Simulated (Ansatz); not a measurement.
**Pressure series in hypothetical P4_2/mnm ZnS**

Consider ZnS (space group P4_2/mnm, No. 136; a = 6.5179 Å, c = 3.8080 Å; a hypothetical phase, not in the database extracts checked).

Cell and atoms are relaxed at each pressure.

Method: DFT with PBEsol, PAW potentials and a 420 eV plane-wave cutoff in Ansatz (an electronic-structure program), without spin-orbit coupling.

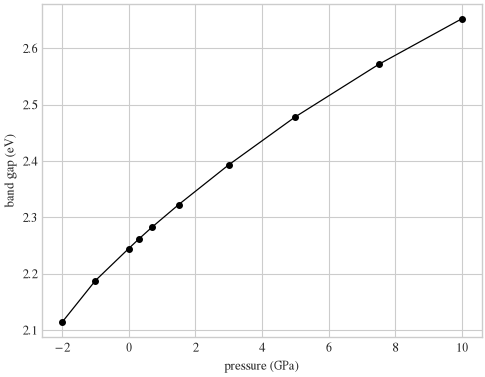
Figure. Band gap against pressure

From the plot, what is the band gap for pressure 0.3 GPa?

About 2.26 eV.

Is the trend monotonic over the range shown?

Yes, it rises throughout, spanning 2.11 eV to 2.65 eV.

Load acts through the strain it causes; cell and atoms are relaxed under it. Whether these cells are dynamically stable was not tested. Competing high-pressure phases were not computed.
